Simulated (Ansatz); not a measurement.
**BrF3H3HfN: density, localisation and related maps**

```yaml
atoms:
  - { symbol: Hf, position_ang: [-0.5722, 0.1942, 0.0191] }
  - { symbol: N, position_ang: [-0.2470, -0.2888, 2.4008] }
  - { symbol: H, position_ang: [-0.1628, -1.2959, 2.5619] }
  - { symbol: H, position_ang: [0.6131, 0.1424, 2.7493] }
  - { symbol: F, position_ang: [1.1108, 1.0713, 0.3405] }
  - { symbol: F, position_ang: [-0.6938, 0.4966, -1.8704] }
  - { symbol: F, position_ang: [-0.5736, -1.7305, 0.0012] }
  - { symbol: Br, position_ang: [-2.6984, 1.3780, 0.8019] }
  - { symbol: H, position_ang: [-1.0108, 0.0460, 2.9930] }
```

Core potentials replace the inner electrons of Hf.

Method: Ansatz 0.2.0, RKS B3LYP-D4/def2-SVP.

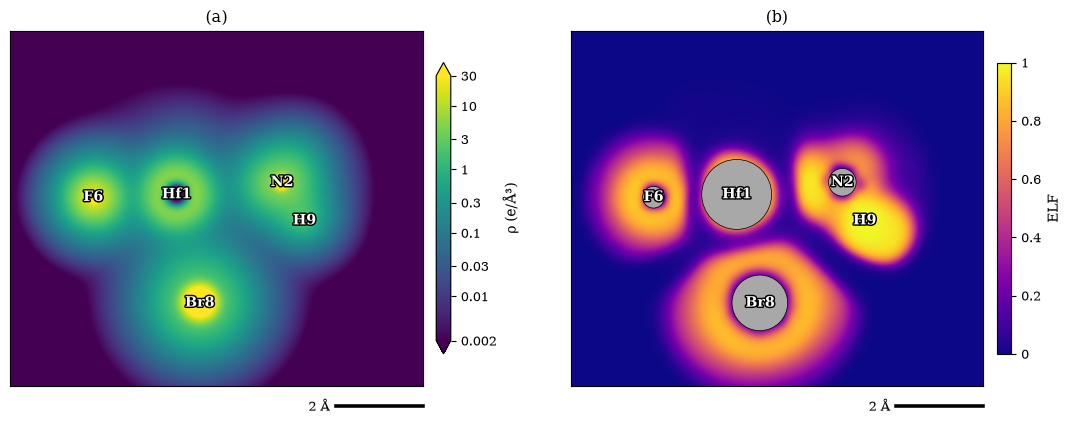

Figure 1. (a) electron density; (b) electron localisation function on the plane of atoms F6, Hf1 and Br8. Grey discs cover the atomic cores in the ELF map.

Q: What do the fields say about this system?

A:
- Atoms in the plane: Hf, N, F, Br and H.
- Hf–F (1.92 Å): ρ at the midpoint is about 0.87 e/Å³; the ELF peaks at about 0.85 in the valence shell of F, 0.6 Å from its nucleus, and drops to about 0.15 between the two atoms.
- Hf–N (2.45 Å): ρ is about 0.32 e/Å³ halfway; the ELF peaks at about 0.95 in the valence shell of N, 0.7 Å from its nucleus, and is about 0.15 at the midpoint.
- Hf–Br (2.56 Å): the density is about 0.47 e/Å³ at the midpoint; the ELF peaks at about 0.80 in the valence shell of Br, 1.0 Å from its nucleus, and is about 0.45 at the midpoint.
- N–H (1.02 Å): ρ at the midpoint is about 2.8 e/Å³; the ELF climbs to about 1 towards the hydrogen, as it does in any bond to H (an ordinary covalent bond to hydrogen).

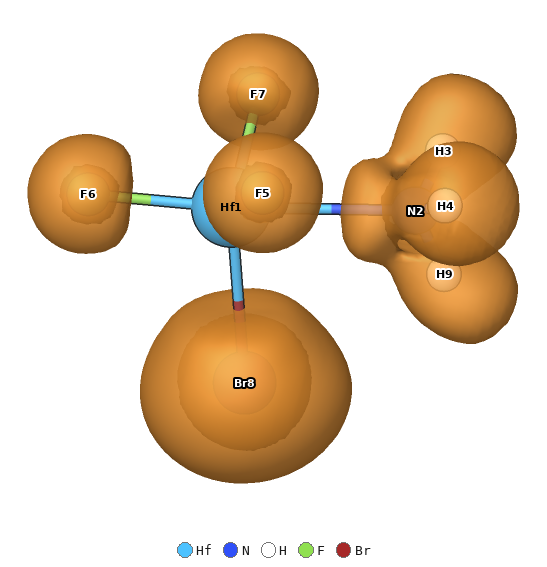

Figure 2. Isosurface of the electron localisation function at 0.75 (orange), seen at a tilt. Core shells and regions of very low density are left out.

Q: What do the ELF domains correspond to?

A: The ELF exceeds this value in one region wrapped around Br (its valence shell), three regions wrapped around F (the valence shell of each) and one joined region spread over several atoms (H, N), in which their bonds and any lone pairs are merged.

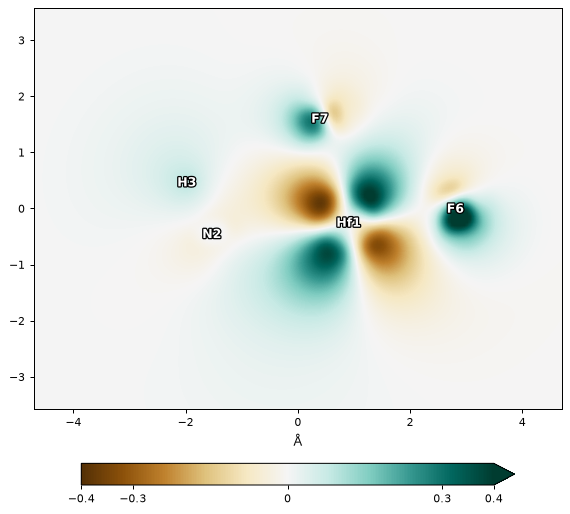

Figure 3. The LUMO on the plane of atoms Hf1, N2 and H3 (values in Å⁻³ᐟ²; the overall sign is arbitrary).

Q: What is the character of this orbital?

A: By Hirshfeld shares it lies mainly on Hf1 (about 70 %), Br8 (about 10 %) and F6 (about 10 %). Its energy is −1.08 eV.
